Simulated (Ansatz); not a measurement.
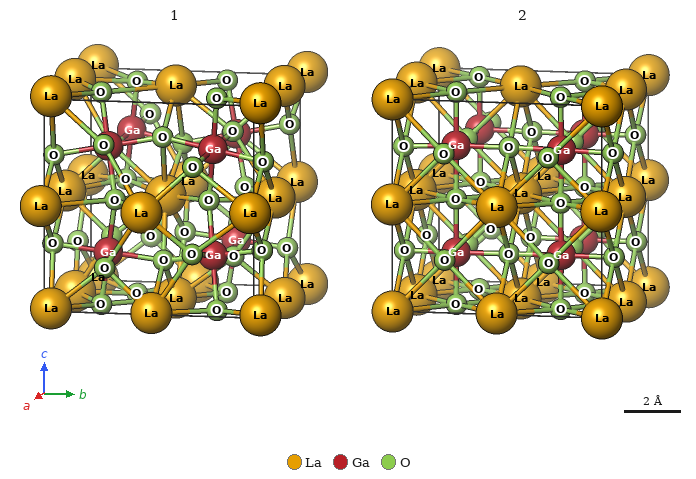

Two geometries of a defect cell of composition La₈Ga₇O₂₄ (cell charge −3), drawn at one scale. One is the start of a relaxation, the other its converged end. A ball-and-stick model of the cell of the calculation, seen slightly off an axis.

All numbers below come from DFT, PBEsol, PAW, plane waves in Ansatz 0.2.0. Settings: plane-wave cutoff 420 eV; k-point mesh 1 × 1 × 1; mesh shifted by (0.25, 0.25, 0.25); no spin polarisation; atoms relaxed in a fixed cell; force threshold 0.03 eV/Å; at most 80 steps.

**Which of the two is the end point?**

Structure 1 is the relaxed one. After 9 geometry steps the energy has fallen by 5.188 eV per cell of the calculation. Largest force component: 2 eV/Å at the start, 0.019 eV/Å at the end. The atom that moves furthest is an O atom (0.50 Å roughly along [0 2 3]). Largest moves by element: O 0.50 Å, La 0.41 Å, Ga 0.04 Å. The lattice vectors keep their values. Among the contacts that change: La–O 2.686 → 3.475 Å, La–O 2.721 → 3.459 Å, La–O 2.768 → 3.456 Å, La–O 2.833 → 3.477 Å. Bond angles that change, for instance: Ga–O–Ga 179.6° → 151.5°, Ga–O–Ga 179.3° → 153.1°, Ga–O–Ga 177.6° → 151.7°.

Limits of the set-up: the periodic images lie only 7.7 Å apart, so the values are limited by the cell's size; the cell is charged, on a uniform background, and energies carry no finite-size correction.
